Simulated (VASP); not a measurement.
Band structure of BeTe (relaxed from the zinc blende structure, space group F-43m). Calculation: PBEsol GGA, VASP's PBE PAW potentials (set 64) (plane waves; VASP).

Unless said otherwise, spin-orbit coupling is left out, though it shifts the bands of the heavy elements here.

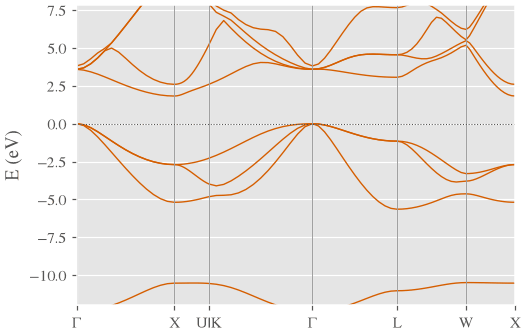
Figure: Bands along high-symmetry lines, zero at the valence-band maximum or, without a gap, the Fermi level

Question: Read the plot: is there a gap, and where are the band edges?

Answer: The gap is indirect, 1.83 eV, from the valence maximum at Γ to the conduction minimum at X. (Edges off the drawn lines would not show.)

The structure was generated: BeTe was put into the zinc blende type (F-43m), which need not be its known phase. It was relaxed first, which changed the volume by +12 %.
